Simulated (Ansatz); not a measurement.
# [Cu(PH3)2]+ (CuP2H6+): a spread of methods and bases

How do the results and run time of [Cu(PH3)2]+ (CuP2H6+) respond when the settings are drawn wide?

Program: Ansatz 0.2.0, Gaussian basis. Level of theory: the settings change from run to run. These are calculated values, not measurements.

### Step 1. The relaxed structure

An earlier PBE-D4/def2-SVP relaxation fixed the geometry.

9 atoms, charge 1, spin multiplicity 1.

Atoms are counted from 1 here; the program's logs count them from 0.

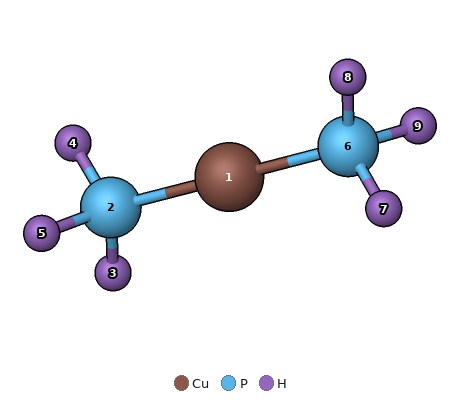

The structure; copper brown, phosphorus blue, hydrogen purple; atoms are numbered from 1 in the order of the file.

Coordinates:

```xyz
9
charge 1, multiplicity 1
Cu    0.00427    0.00895    0.00006
P    -0.00054   -0.01354    2.23614
H     0.83224   -0.97206    2.88589
H    -1.24323   -0.26919    2.88794
H     0.40323    1.17687    2.91016
P     0.00200    0.01660   -2.23612
H     1.22066    0.35292   -2.89656
H    -0.89991    0.90613   -2.89166
H    -0.31871   -1.20667   -2.89585
```

### Step 2. B97/6-31G*

This run has charge +2, multiplicity 2, a grid of angular degree 47, high accuracy, the search for lower states set to off.

Input file in.yaml:

```yaml
crystal:
  periodic: [false, false, false]
  atoms:
    - {symbol: Cu, position_ang: [0.004269, 0.008952, 0.000060]}
    - {symbol: P, position_ang: [-0.000541, -0.013542, 2.236136]}
    - {symbol: H, position_ang: [0.832240, -0.972063, 2.885886]}
    - {symbol: H, position_ang: [-1.243225, -0.269192, 2.887943]}
    - {symbol: H, position_ang: [0.403225, 1.176874, 2.910159]}
    - {symbol: P, position_ang: [0.002002, 0.016596, -2.236116]}
    - {symbol: H, position_ang: [1.220660, 0.352923, -2.896560]}
    - {symbol: H, position_ang: [-0.899907, 0.906126, -2.891659]}
    - {symbol: H, position_ang: [-0.318713, -1.206674, -2.895848]}
basis:
  gaussian: {orbitals: "6-31G*", final_grid: {core_spheres: 20, valence_spheres: 16, degree: 47}}
total_charge: 2
magnetization: {spin_polarized: true, initial_magnetization: 1}
hamiltonian: {xc: {name: B97}}
accuracy: high
scf: {lower_state_search: off}
output: {forces: true}
```

Launch:

```
$ ansatz run in.yaml --threads 4 --pin off --events-out ev --progress --plain --max-ram 3916MiB
```

Log, cut to the lines that bear on the results:

```text
Functional definition: B97
  name "B97"
  cite "Becke, J. Chem. Phys. 107, 8554 (1997) doi:10.1063/1.475007"
[...]
      + integral(e_c_pw_opposite_spin*poly(b97_u_opposite, cos0, cos1, cos2))
[...]
1726 factors; integrals over basis functions are off by at most 7.2e-9 eV
[...]
mean field -63282.56335263 eV, -2325.5913087472 hartree, gradient 4.8e-8 eV, S^2 0.751187; 0 other end points of the search recorded, 0 dependent functions left out
[...]
reference -63282.56335532 eV, -2325.5913088461 hartree; 32, 31 occupied and 54, 55 virtual orbitals, 1726 factors
Total energy: -63282.56335532 eV, -2325.5913088461 hartree
Atom 0 at     0.004269     0.008952     0.000060 Å, force     0.000136     0.000316     0.000039 eV/Å
Atom 1 at    -0.000541    -0.013542     2.236136 Å, force    -0.004970    -0.023174     2.325880 eV/Å
Atom 2 at     0.832240    -0.972063     2.885886 Å, force    -0.112602     0.135588    -0.471515 eV/Å
Atom 3 at    -1.243225    -0.269192     2.887943 Å, force     0.170978     0.039571    -0.471633 eV/Å
Atom 4 at     0.403225     1.176874     2.910159 Å, force    -0.053972    -0.158190    -0.476012 eV/Å
Atom 5 at     0.002002     0.016596    -2.236116 Å, force    -0.002474     0.007671    -2.326007 eV/Å
Atom 6 at     1.220660     0.352923    -2.896560 Å, force    -0.165851    -0.046429     0.473930 eV/Å
Atom 7 at    -0.899907     0.906126    -2.891659 Å, force     0.124072    -0.122040     0.472998 eV/Å
Atom 8 at    -0.318713    -1.206674    -2.895848 Å, force     0.044683     0.166688     0.472320 eV/Å
Dipole moment:    -0.000754    -0.001582    -0.000015 e Å
Checks for a lower state left out: stability, starts, cluster_reference, orbital_swaps, neighbouring_geometries, increment
```

Wall time 6.5 s (4 threads of Arm Neoverse V1, shared host).

Largest force 2.326 eV/Å, ⟨S²⟩ 0.751.

### Step 3. CCSD/def2-SVPD

This run has atoms shaken by 0.15 Å, density fitting with def2-universal-jkfit, relativity set to none, the search for lower states set to off.

Input file in.yaml:

```yaml
crystal:
  periodic: [false, false, false]
  atoms:
    - {symbol: Cu, position_ang: [-0.089902, 0.010049, 0.147010]}
    - {symbol: P, position_ang: [0.073203, 0.256325, 2.408992]}
    - {symbol: H, position_ang: [0.796691, -1.112261, 2.755114]}
    - {symbol: H, position_ang: [-1.317764, -0.364847, 2.819541]}
    - {symbol: H, position_ang: [0.416382, 1.018265, 2.751246]}
    - {symbol: P, position_ang: [0.106591, -0.172545, -2.103050]}
    - {symbol: H, position_ang: [1.351366, 0.528059, -2.756307]}
    - {symbol: H, position_ang: [-0.872763, 0.907023, -2.949272]}
    - {symbol: H, position_ang: [-0.273729, -1.199774, -2.997939]}
basis:
  gaussian: {orbitals: def2-SVPD, fitting: {mean_field: def2-universal-jkfit}}
total_charge: 1
hamiltonian: {xc: {name: HF}, pseudopotentials: {relativity: none}}
correlation: {method: ccsd}
scf: {lower_state_search: off}
```

Launched as before.

Log, cut to the lines that bear on the results:

```text
Functional definition: HF
  name "HF"
  cite "Fock, Z. Phys. 61, 126 (1930) doi:10.1007/BF01340294"
  parent pbe
[...]
628 factors; integrals over basis functions are off by at most 4.6e-1 eV
[...]
mean field -63210.31781617 eV, -2322.9363342521 hartree, gradient 2.6e-6 eV, S^2 0.000000; 0 other end points of the search recorded, 0 dependent functions left out
15 core orbitals not correlated: weight in the atoms' cores, before any rotation towards them, 1.000 or more for the frozen orbitals, at most 0.000 for the correlated occupied ones
reference -63210.31781617 eV, -2322.9363342521 hartree; 17, 17 occupied and 98, 98 virtual orbitals, 628 factors
second order -18.95354604 eV of doubles, -0.00000000 eV of singles
cycle   1  -17.63753631 eV  change     1.3e0 eV  update   2.3e-1
[...]
cycle  13  -19.07420260 eV  change   -3.7e-6 eV  update   2.8e-5
Total energy: -63229.39201878 eV, -2323.6372982689 hartree
Checks for a lower state left out: stability, starts, cluster_reference, orbital_swaps, neighbouring_geometries, increment
```

Wall time 6 s (4 threads of Arm Neoverse V1, shared host); peak memory 0.65 GiB.

T1 0.022.

### Step 4. wB97X/def2-SVPD

This run has unrestricted orbitals, the search for lower states set to light.

Input file in.yaml:

```yaml
crystal:
  periodic: [false, false, false]
  atoms:
    - {symbol: Cu, position_ang: [0.004269, 0.008952, 0.000060]}
    - {symbol: P, position_ang: [-0.000541, -0.013542, 2.236136]}
    - {symbol: H, position_ang: [0.832240, -0.972063, 2.885886]}
    - {symbol: H, position_ang: [-1.243225, -0.269192, 2.887943]}
    - {symbol: H, position_ang: [0.403225, 1.176874, 2.910159]}
    - {symbol: P, position_ang: [0.002002, 0.016596, -2.236116]}
    - {symbol: H, position_ang: [1.220660, 0.352923, -2.896560]}
    - {symbol: H, position_ang: [-0.899907, 0.906126, -2.891659]}
    - {symbol: H, position_ang: [-0.318713, -1.206674, -2.895848]}
basis:
  gaussian: {orbitals: def2-SVPD}
total_charge: 1
magnetization: {spin_polarized: true, initial_magnetization: 0}
hamiltonian: {xc: {name: wB97X}}
scf: {lower_state_search: light}
```

Same command.

Log, cut to the lines that bear on the results:

```text
Functional definition: wB97X
  name "wB97X"
  cite "Chai & Head-Gordon, J. Chem. Phys. 128, 084106 (2008) doi:10.1063/1.2834918"
  cite "Becke, J. Chem. Phys. 107, 8554 (1997) doi:10.1063/1.475007"
[...]
  # The coefficients of nought are those of the uniform gas.
[...]
      + exact_x_lr(omega)
[...]
      + integral(e_c_pw_opposite_spin*poly(b97_u_opposite, 1, cos1, cos2, cos3, cos4))
1278 factors; integrals over basis functions are off by at most 8.8e-4 eV
421 factors; integrals over basis functions are off by at most 4.0e-5 eV
[...]
mean field -63300.03609176 eV, -2326.2334200668 hartree, gradient 1.4e-5 eV, S^2 0.000000; 0 other end points of the search recorded, 0 dependent functions left out
reference -63300.03604028 eV, -2326.2334181749 hartree; 32, 32 occupied and 98, 98 virtual orbitals, 1278 factors
Total energy: -63300.03604028 eV, -2326.2334181749 hartree
```

It took 7 s on 4 threads of Arm Neoverse V1, shared host; peak memory 0.65 GiB.

⟨S²⟩ 0.000.

### Step 5. r2SCAN0/STO-3G

Options: charge 0, multiplicity 2, atoms shaken by 0.15 Å.

Input file in.yaml:

```yaml
crystal:
  periodic: [false, false, false]
  atoms:
    - {symbol: Cu, position_ang: [-0.101103, -0.079641, 0.111787]}
    - {symbol: P, position_ang: [-0.056929, -0.050544, 2.375063]}
    - {symbol: H, position_ang: [0.725845, -0.938764, 2.784510]}
    - {symbol: H, position_ang: [-1.109255, -0.299946, 2.721108]}
    - {symbol: H, position_ang: [0.487616, 1.377026, 3.039408]}
    - {symbol: P, position_ang: [0.158194, 0.115304, -2.378730]}
    - {symbol: H, position_ang: [1.102417, -0.030649, -3.014074]}
    - {symbol: H, position_ang: [-1.016580, 0.883883, -2.897719]}
    - {symbol: H, position_ang: [-0.317036, -1.012553, -2.699550]}
basis:
  gaussian: {orbitals: STO-3G}
magnetization: {spin_polarized: true, initial_magnetization: 1}
hamiltonian: {xc: {name: r2SCAN0}}
output: {forces: true}
```

Same command.

Log, cut to the lines that bear on the results:

```text
Functional definition: r2SCAN0
  name "r2SCAN0"
  cite "Bursch, Neugebauer, Ehlert & Grimme, J. Chem. Phys. 156, 134105 (2022) doi:10.1063/5.0086040"
  cite "Furness, Kaplan, Ning, Perdew & Sun, J. Phys. Chem. Lett. 11, 8208 (2020) doi:10.1021/acs.jpclett.0c02405"
  cite "Furness, Kaplan, Ning, Perdew & Sun, J. Phys. Chem. Lett. 11, 9248 (2020) doi:10.1021/acs.jpclett.0c03077"
  parent r2scan
[...]
426 factors; integrals over basis functions are off by at most 3.2e-4 eV
[...]
mean field -62586.86769827 eV, -2300.0249650090 hartree, gradient 6.5e-10 eV, S^2 2.464019; 7 other end points of the search recorded, 0 dependent functions left out
[...]
reference -62586.86770490 eV, -2300.0249652526 hartree; 33, 32 occupied and 9, 10 virtual orbitals, 426 factors
Total energy: -62586.86770490 eV, -2300.0249652526 hartree
Atom 0 at    -0.101103    -0.079641     0.111787 Å, force    -0.265365    -0.662423    -0.662771 eV/Å
Atom 1 at    -0.056929    -0.050544     2.375063 Å, force    11.312566    11.083296    -7.483942 eV/Å
Atom 2 at     0.725845    -0.938764     2.784510 Å, force     3.233949    -3.983928     2.593303 eV/Å
Atom 3 at    -1.109255    -0.299946     2.721108 Å, force   -12.641356    -2.916598     5.232191 eV/Å
Atom 4 at     0.487616     1.377026     3.039408 Å, force    -1.548158    -3.583896    -0.443681 eV/Å
Atom 5 at     0.158194     0.115304    -2.378730 Å, force   -11.315438     5.515995    10.416350 eV/Å
Atom 6 at     1.102417    -0.030649    -3.014074 Å, force    10.708089    -0.244987    -8.291321 eV/Å
Atom 7 at    -1.016580     0.883883    -2.897719 Å, force     2.568562    -0.720282    -0.265664 eV/Å
Atom 8 at    -0.317036    -1.012553    -2.699550 Å, force    -2.052848    -4.487177    -1.094465 eV/Å
Dipole moment:     0.320505     0.399357    -0.015365 e Å
```

Wall time 25 s (4 threads of Arm Neoverse V1, shared host).

Largest force 17.516 eV/Å, dipole 2.46 D, ⟨S²⟩ 2.464. The spin excess of 1.71 shows a contaminated determinant.

### Step 6. The runs in one table

```tsv
level	charge	multiplicity	geometry	functions	energy (eV)	time
B97/6-31G*	2	2	relaxed	86	-63282.563	6.5 s
CCSD/def2-SVPD	1	1	shaken	130	-63229.392	6 s
wB97X/def2-SVPD	1	1	relaxed	130	-63300.036	7 s
r2SCAN0/STO-3G	0	2	shaken	42	-62586.868	25 s
```

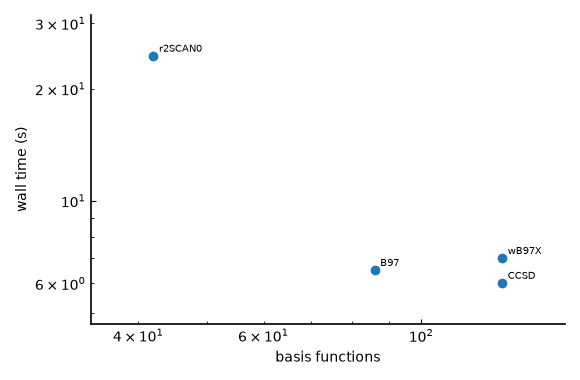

Wall time against the number of basis functions (shared host).

### Step 7. Outcome

| quantity | value |
| --- | --- |
| runs | 4 |
| quickest | CCSD/def2-SVPD, 6 s |
| slowest | r2SCAN0/STO-3G, 25 s |

**Reading.** The runs differ in state or geometry as well as level, so their energies can't be set against each other. r2SCAN0/STO-3G took 4 times as long as CCSD/def2-SVPD. The jobs differ in tasks and options as well as level.
